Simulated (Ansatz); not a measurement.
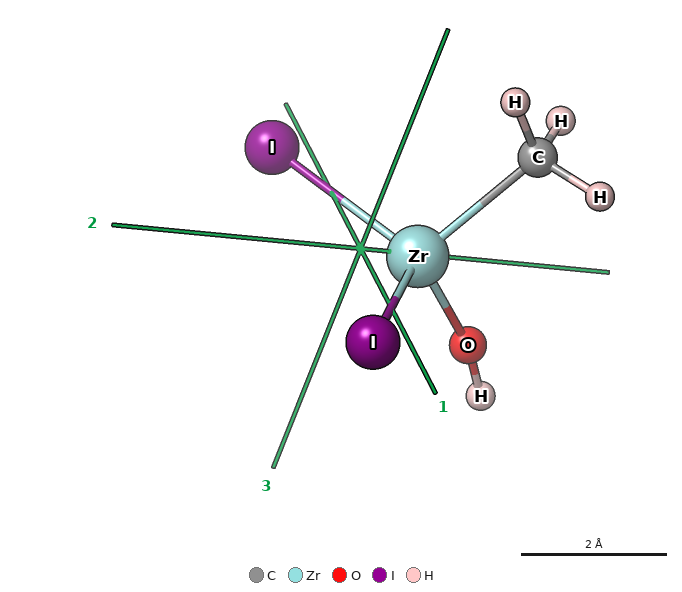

The three principal axes of inertia are drawn and numbered. Distant atoms are faded towards the background colour. The species is neutral and a spin singlet. Computed geometry: PBE0-D4/def2-TZVP optimisation. Masses are those of the most abundant isotopes; constants are for the rigid equilibrium geometry.

Which line is the a axis (least moment of inertia), which b and which c?

Answer. a is line 1, b is line 2, c is line 3; the moments are 401, 1413, 1633 u Å².

Classify the rotor and give the rotational constants (MHz).

Answer. An asymmetric top (Cs): A = 1259, B = 358, C = 309 MHz. Ray's parameter κ is −0.90, close to the prolate limit.
